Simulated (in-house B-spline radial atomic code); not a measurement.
**Mo⁹⁺: excited configurations**

How much energy does it take to promote electrons of Mo⁹⁺ to other shells? Each configuration is solved by itself and compared with the reference.

The numbers are computed with in-house B-spline radial atomic code version 1 (Dirac-Hartree-Fock, average of configuration, Fermi nucleus, basis-set limit), except any that are marked as measured or tabulated.

## 1. What is computed

```
element       : molybdenum (Z = 42)
charge        : +9
electrons     : 33
configuration : [Ar] 3d10 4s2 4p3
Hamiltonian   : Dirac-Coulomb
nucleus       : Fermi, rms radius 4.409 fm
```

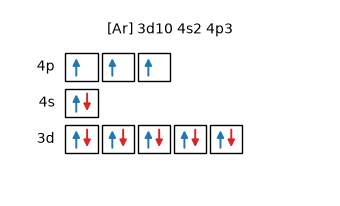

Outer shells as boxes.

The boxes draw the filling by Hund's rule, which heavy ions in jj coupling don't follow; these runs average over all states of the configuration.

Settings of the run:

```ini
Z = 42
electrons = 33.0
configuration = [Ar] 3d10 4s2 4p3
hamiltonian = dirac
method = hf
spin_polarised = False
nucleus = fermi
rms_radius = 4.4091
mass_number = 98
atomic_mass = 97.905403609
speed_of_light = 137.035999084
```

The reference is known from an earlier run: -4023.721642 hartree in all. Up to eight levels, counted from the top:

```csv
orbital,occupation,energy (eV),<r> (bohr)
3s1/2,2,-687.13,0.4244
3p1/2,2,-592.88,0.4202
3p3/2,4,-574.42,0.4300
3d3/2,4,-409.77,0.4085
3d5/2,6,-406.30,0.4118
4s1/2,2,-216.16,1.025
4p1/2,1,-187.57,1.078
4p3/2,2,-184.23,1.097
```

## 2. [Ar] 3d10 4s1 4p3 4d1

Settings of the run:

```ini
Z = 42
electrons = 33.0
configuration = [Ar] 3d10 4s1 4p3 4d1
hamiltonian = dirac
method = hf
spin_polarised = False
nucleus = fermi
rms_radius = 4.4091
mass_number = 98
atomic_mass = 97.905403609
speed_of_light = 137.035999084
```

## 3. Run with [Ar] 3d10 4s2 4p2 5d1

The settings differ from step 2 so:

```diff
@@ -2,3 +2,3 @@
 electrons = 33.0
-configuration = [Ar] 3d10 4s1 4p3 4d1
+configuration = [Ar] 3d10 4s2 4p2 5d1
 hamiltonian = dirac
```

## 4. Configuration [Ne] 3s2 3p5 3d10 4s2 4p3 5d1

The settings differ from step 3 so:

```diff
@@ -2,3 +2,3 @@
 electrons = 33.0
-configuration = [Ar] 3d10 4s2 4p2 5d1
+configuration = [Ne] 3s2 3p5 3d10 4s2 4p3 5d1
 hamiltonian = dirac
```

## 5. [Ar] 3d10 4s2 4p2 7s1

The settings differ from step 4 so:

```diff
@@ -2,3 +2,3 @@
 electrons = 33.0
-configuration = [Ne] 3s2 3p5 3d10 4s2 4p3 5d1
+configuration = [Ar] 3d10 4s2 4p2 7s1
 hamiltonian = dirac
```

## 6. Configuration [Ar] 3d10 4s2 4p2 8d1

The settings differ from step 5 so:

```diff
@@ -2,3 +2,3 @@
 electrons = 33.0
-configuration = [Ar] 3d10 4s2 4p2 7s1
+configuration = [Ar] 3d10 4s2 4p2 8d1
 hamiltonian = dirac
```

## 7. Run with [Ar] 3d10 4s2 4p2 6f1

The settings differ from step 6 so:

```diff
@@ -2,3 +2,3 @@
 electrons = 33.0
-configuration = [Ar] 3d10 4s2 4p2 8d1
+configuration = [Ar] 3d10 4s2 4p2 6f1
 hamiltonian = dirac
```

Before running: How far above the reference does each configuration lie (order and size, in eV)?

The runs gave:

| net move | configuration | energy above the reference (eV) | with Breit, QED, recoil (eV) | largest <r> (bohr) |
| --- | --- | --- | --- | --- |
| 4s → 4d | [Ar] 3d10 4s1 4p3 4d1 | 76.748 | 76.598 | 1.24 |
| 4p → 5d | [Ar] 3d10 4s2 4p2 5d1 | 108.31 | 108.22 | 2.41 |
| 4p → 7s | [Ar] 3d10 4s2 4p2 7s1 | 141.82 | 141.75 | 4.76 |
| 4p → 6f | [Ar] 3d10 4s2 4p2 6f1 | 144.21 | 144.12 | 4.38 |
| 4p → 8d | [Ar] 3d10 4s2 4p2 8d1 | 159.02 | 158.93 | 7.61 |
| 3p → 5d | [Ne] 3s2 3p5 3d10 4s2 4p3 5d1 | 497.37 | 496.86 | 2.38 |

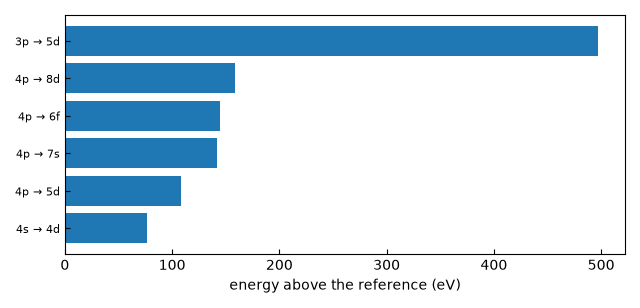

Energy of each configuration above the reference.

Quantum defects of the promoted electron, δ = n − ζ/√(−2ε) with ζ = 10 and ε its orbital energy in hartree:

| promotion | δ |
| --- | --- |
| 4p → 5d | 0.787 |
| 4p → 7s | 1.382 |
| 4p → 6f | 0.220 |
| 4p → 8d | 0.754 |
| 3p → 5d | 0.820 |

What this shows: The lowest of them is 4s → 4d at 76.748 eV and the highest 3p → 5d at 497.37 eV. 1 of them lies more than 2 % above the ionisation threshold that Koopmans' theorem gives (184.23 eV), where such states can decay by emitting an electron. Of those tabulated, the defect is largest for 7s (1.38) and least for 6f (0.22): low angular momentum penetrates the core, high angular momentum stays outside it. Two partly filled shells share a symmetry and can mix in the average, which may lower the energy, for: 3p → 5d. These are averages over configurations, without correlation, not spectroscopic levels.
